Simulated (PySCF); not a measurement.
## Electronic structure of CH₈O₃Si₃ (SMILES O=C[SiH2]O[SiH2]O[SiH3]) in real space

```xyz
15

O    -4.5924   -0.0755   -0.1475
C    -3.5248    0.3567    0.1267
Si   -1.8343   -0.2632   -0.6162
O    -0.8212    0.9544   -0.5499
Si    0.6823    1.6173   -0.4904
O     1.7706    0.3978   -0.2988
Si    2.1770   -1.1154    0.0060
H    -3.4587    1.1634    0.8879
H    -1.3853   -1.3372    0.3621
H    -1.8617   -0.7349   -2.0543
H     0.8124    2.1578   -1.8472
H     0.9272    2.3824    0.7761
H     2.5878   -1.0005    1.4538
H     3.2715   -1.5409   -0.9623
H     1.1017   -2.0780   -0.0477
```

Geometry: GFN2-xTB, MD frame at 250 fs, 300 K.

These are results of PySCF 2.14.0, PBE0/pcSseg-1, SCF density, gas phase, non-relativistic, not measurements.

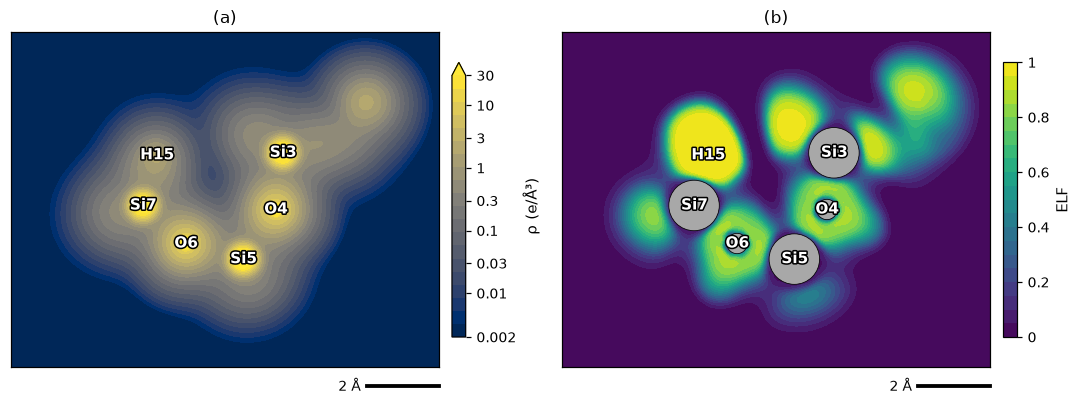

Figure 1. (a) total electron density; (b) electron localisation function on the plane of atoms O4, Si5 and O6. Grey discs cover the atomic cores in the ELF map.

Q: Interpret the plot.

A: The section cuts through Si, O and H sites. Si–O (1.59 Å): ρ at the midpoint is about 1.2 e/Å³; the ELF peaks at about 0.85 between the atoms (a polar covalent bond). Si–O (1.64 Å): the density is about 1.1 e/Å³ at the midpoint; the ELF peaks at about 0.85 between the atoms: a shared but strongly polarised pair. Si–H (1.44 Å): the density is about 0.85 e/Å³ at the midpoint; the ELF climbs to about 1 towards the hydrogen, as it does in any bond to H. The ELF also peaks beside O6, O4 and O1, away from the bonds: lone-pair regions.

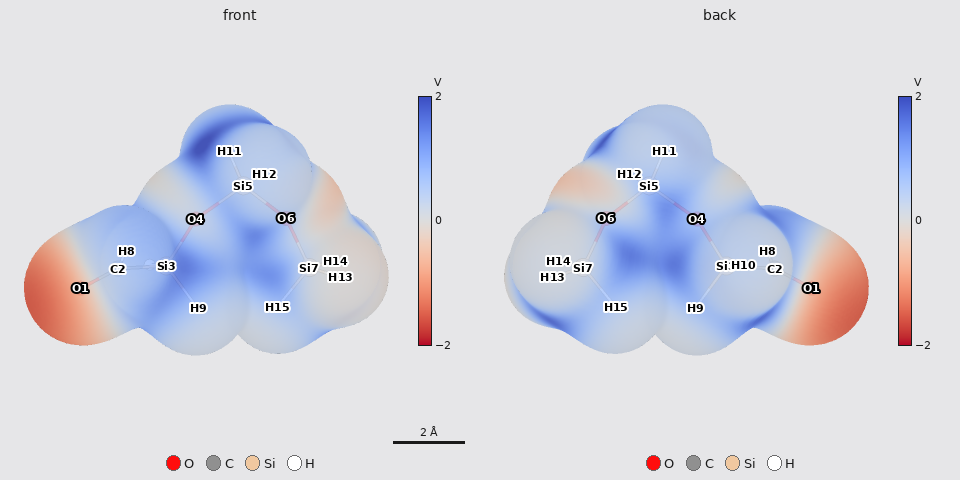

Figure 2. The molecular electrostatic potential painted on the density surface at 0.002 e/bohr³, seen from the front and from behind; red is negative and blue positive.

Q: Which sites attract a positive test charge, and which a negative one?

A: A positive charge is drawn to the negative regions and a negative charge to the positive ones. The most negative region (about −1.5 V) lies over O1, the most positive (about +1.8 V) over Si5. O1 is the likeliest acceptor of a hydrogen bond.

Q: How polar is the molecule by this calculation?

A: Its dipole moment is 2.28 D.
